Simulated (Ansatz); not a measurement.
```xyz
8

C     2.8407    0.1389    0.5559
C     1.6895   -0.2420    0.5271
In   -0.2696   -1.0813    0.5959
C    -1.8485    0.0288   -0.4345
H     3.8486    0.4879    0.5712
H    -1.9042    1.0180    0.0238
H    -1.5493    0.1283   -1.4796
H    -2.8073   -0.4786   -0.3598
```

Geometry: PBE0-D4/def2-TZVP; core potentials replace the inner electrons of In.

Method: UKS PBE0-D4/def2-TZVPP (Ansatz 0.2.0).

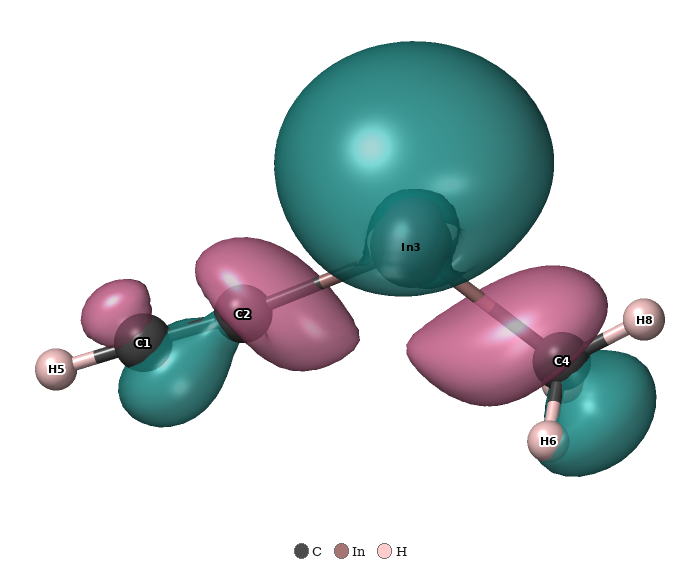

C$_{3}$H$_{4}$In (doublet). The HOMO (α) at ±0.1 Å⁻³ᐟ² (teal and pink are the two phases), seen at a tilt.

What is the character of this orbital?

Answer. It lies mainly on In3 (about 65 %), C4 (about 15 %) and C2 (about 10 %). Its energy is −5.48 eV.
